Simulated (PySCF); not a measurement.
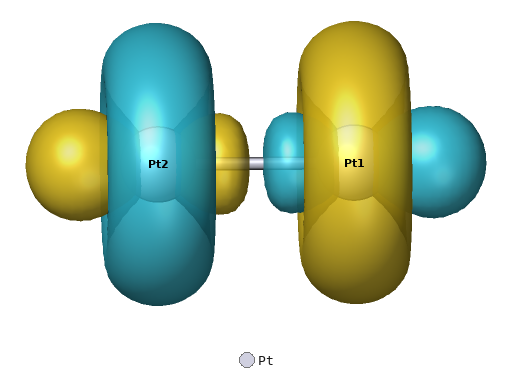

Figure 1: Pt2 (triplet). The HOMO (β) at ±0.08 Å⁻³ᐟ² (yellow and cyan are the two phases), seen from one side.

Core potentials replace the inner electrons of Pt.

These are results of UKS PBE, Pt def2-SVP with ECP60; non-relativistic Hamiltonian with scalar-relativistic core potentials where named; density fitting in PySCF 2.14.0, not measurements.

**Where does this orbital lie, and at what energy?**

By Hirshfeld shares it lies mainly on Pt1 (about 50 %) and Pt2 (about 50 %); it is of σ type; it is ungerade (odd under inversion). Its energy is −5.36 eV.
